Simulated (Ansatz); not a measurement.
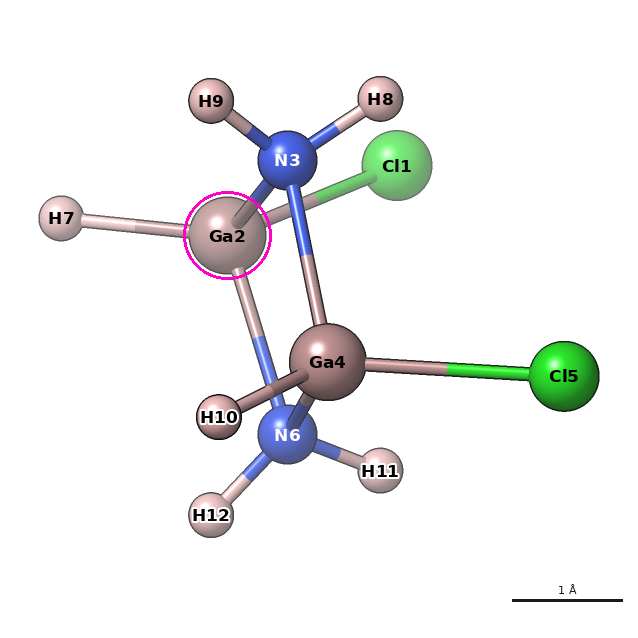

Orthographic view. Depth is shown by fading: the farther an atom, the more it takes the colour of the background. The geometry was computed by an optimisation with PBE0-D4/def2-TZVP.

Name the neighbours of the circled atom.

Answer. The circled atom is Ga2; it is bonded to Cl1, N3, N6, H7.

Which atom is nearest the viewer?

Answer. H10, 2.4 Å in front of the mean position.

Of Ga4 and N6, which is nearer the viewer?

Answer. Ga4; the bond to N6 points away from the viewer, so it looks shorter than its 2.00 Å.

Which atom is farthest from the viewer?

Answer. Cl1, 2.6 Å behind the mean position.
